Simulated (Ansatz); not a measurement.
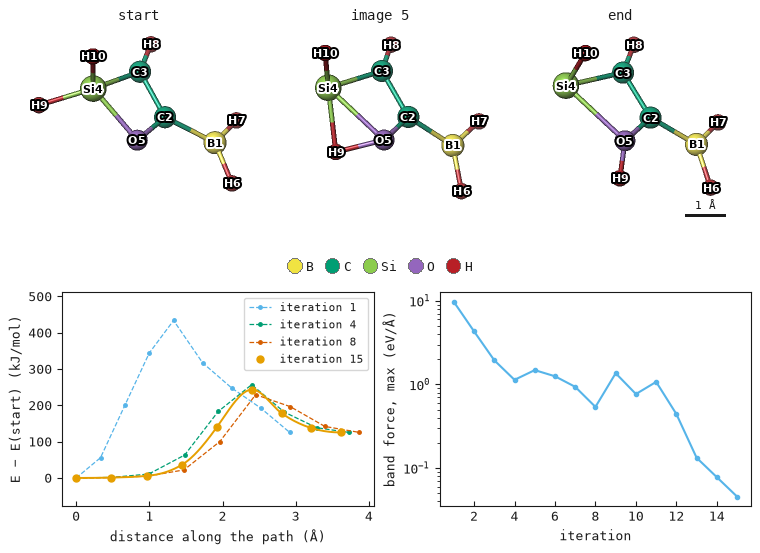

NEB run on C$_{2}$H$_{5}$BOSi. Images are numbered from 0 (start) to 8 (end). The plot follows the band through its iterations. A ball-and-stick model, seen from a free direction.

Level of theory: RKS B3LYP-D4/def2-SVP (Ansatz 0.2.0). Run with 7 movable images; climbing image; force threshold 0.05 eV/Å; iteration limit 60; starting path through a guess of the saddle point.

> Did the band converge, and can the barrier be trusted?

The result is final at these settings. The band converged in 15 iterations. The largest component of the band force went from 9.7 to 0.046 eV/Å. The climbing image converged on the top of the path. Its vibrational analysis gives one imaginary mode (1467i cm⁻¹), as a transition state must have. The first iteration put the highest image at 433.9 kJ/mol. The highest point, image 5, lies 243.4 kJ/mol above the start and 117.9 kJ/mol above the end; the end is at +125.5 kJ/mol relative to the start.

The run took 4 min on 2 threads of Arm Neoverse V2 (shared host), peak memory 0.22 GiB.
